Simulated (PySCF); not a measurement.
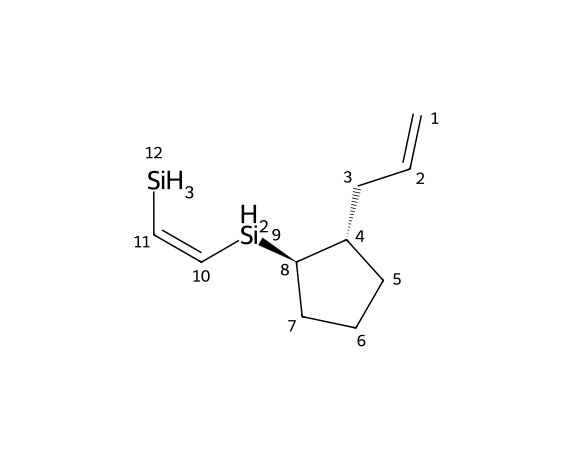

Skeletal drawing with numbered atoms; wedges and dashes mark any stereocentres. The configuration is that of a computed structure (PBE0-D3(BJ)/def2-SVP).

Q: Assign CIP descriptors.

A: C4: S; C8: R; C10=C11: Z.

Q: Write the isomeric SMILES.

A: C=CC[C@@H]1CCC[C@H]1[SiH2]/C=C\[SiH3]
